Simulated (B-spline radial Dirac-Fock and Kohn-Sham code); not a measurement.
Atomic He. Method: Dirac partial waves in the static Dirac–Fock field with Furness–McCarthy exchange, no polarisation or absorption (computed with a B-spline radial code).

What should this plot look like? Differential cross section for elastic electron scattering against angle at 2.00 keV, computed at the marked angles.

At 2.00 keV the cross section is 0.650 bohr²/sr at 0°, 1.9 × 10⁻⁴ at 90° and 4.8 × 10⁻⁵ at 180°, without a marked minimum on this grid; the integral is 0.0777 bohr².

The computed plot:

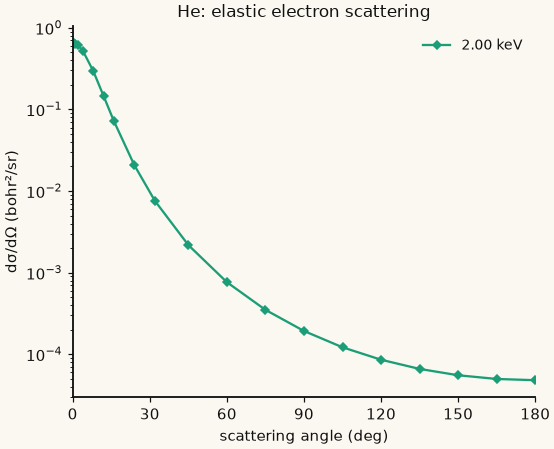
